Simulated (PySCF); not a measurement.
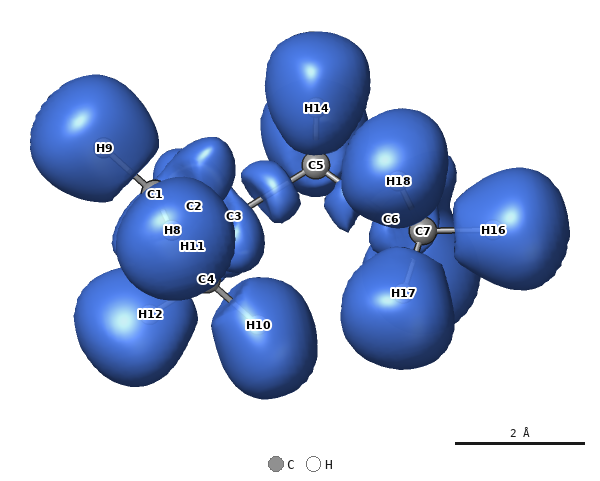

*C7H11 (doublet). Isosurface of the ELF at 0.75 (blue), seen from one side. Only the valence region is drawn (cores and ρ < 0.01 e/Å³ removed).*

Geometry: GFN2-xTB.

Method: PySCF 2.14.0, density-fitted response routines, UKS B3LYP, pcH-1 on C H, non-relativistic, mean-field spin-orbit, GIAO.

```csv
atom,x (Å),y (Å),z (Å)
C,-1.8167,2.0167,-0.3893
C,-1.3108,0.8223,-0.3699
C,-0.7723,-0.3578,-0.3778
C,-1.4427,-1.5758,0.1868
C,0.6452,-0.5685,-0.9261
C,1.6002,-0.5897,0.1970
C,2.0780,0.6594,0.8265
H,-1.6662,2.7102,0.4241
H,-2.4239,2.3670,-1.2101
H,-0.8314,-2.0068,0.9787
H,-1.5676,-2.3286,-0.5920
H,-2.4193,-1.3253,0.5940
H,0.6608,-1.5131,-1.4744
H,0.8755,0.2511,-1.6103
H,1.7678,-1.5158,0.7225
H,3.1451,0.5968,1.0534
H,1.5680,0.8503,1.7789
H,1.9016,1.5136,0.1763
```

Q: Where are the electrons localised?

A: The surface consists of four regions between bonded C–C atoms (shared pairs) and eleven regions around hydrogen nuclei. Profiles from the grid: C–C (1.30 Å): the ELF peaks at about 0.90 between the atoms (a short, multiple covalent bond). C–H (1.08 Å): the ELF climbs to about 1 towards the hydrogen, as it does in any bond to H: a covalent bond by its length.
